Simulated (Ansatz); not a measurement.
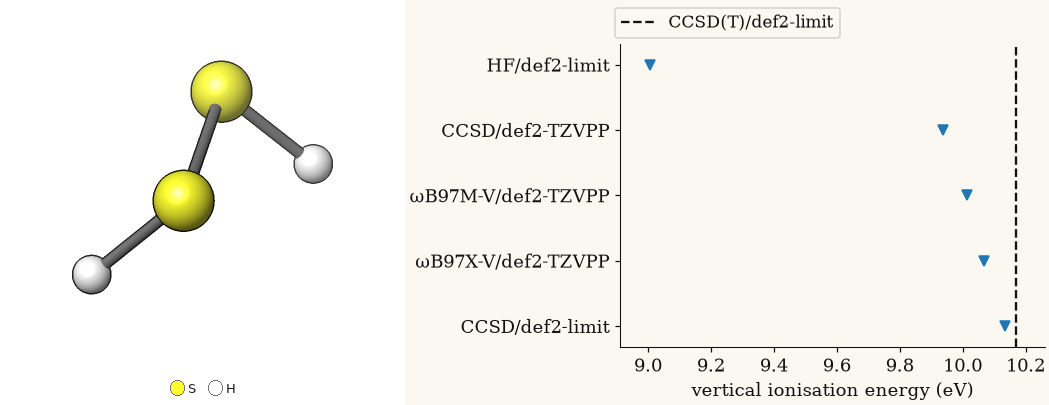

Vertical ionisation energy of H₂S₂, SMILES SS, taken as the energy of the cation less that of the neutral at fixed geometry (unrestricted doublet cation, cores frozen in correlated methods, no spin-orbit coupling), the Ansatz code 0.2.0, at a PBE0-D4/def2-TZVP geometry (a minimum by its frequencies). Limit means an estimate of the basis limit from triple and quadruple zeta; for coupled cluster it is either extrapolated directly or built as the MP2 limit plus the step from MP2 in triple zeta. The distance of CCSD/def2-TZVPP to the limit includes basis error.

Question: Which level comes closest to the line (CCSD(T)/def2-limit), and which misses most?

Answer: Closest CCSD/def2-limit (10.13 eV), against 10.17 eV; farthest HF/def2-limit (9.00 eV).

Question: Give the values.

Answer:
```tsv
level	eV	less CCSD(T)/def2-limit
HF/def2-limit	9.00	−1.16
CCSD/def2-TZVPP	9.94	−0.23
ωB97M-V/def2-TZVPP	10.01	−0.15
ωB97X-V/def2-TZVPP	10.07	−0.10
CCSD/def2-limit	10.13	−0.03
CCSD(T)/def2-limit	10.17	0.00
```
